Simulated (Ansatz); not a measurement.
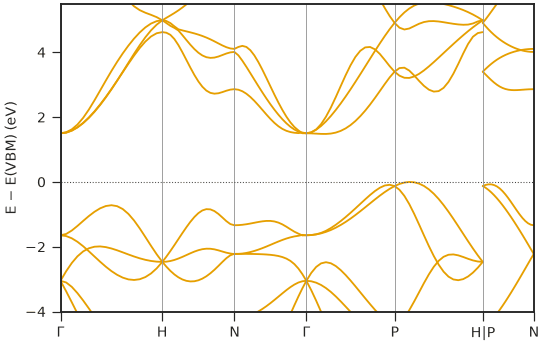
Figure. Band structure from PBE (plane waves, PAW; program Ansatz)

Problem. Read off the gap and where the band edges lie.

Solution. About 1.5 eV (1.48 eV by a search for the band edges); maximum on the P–H line, 18 % of the way from P, minimum on the Γ–P line, 21 % of the way from Γ.

The material is B in space group I4_132 (No. 214; B on 8a).

The start of the workflow was typed in or built on a structure type; neither database checked (COD, Materials Project) lists it. It is not the phase usual at ambient conditions (space group No. 166). The cell was relaxed with PBE under the symmetry of its start; whether a distortion lowers the energy is not shown.

Potentials: the later of the program's two PAW sets.
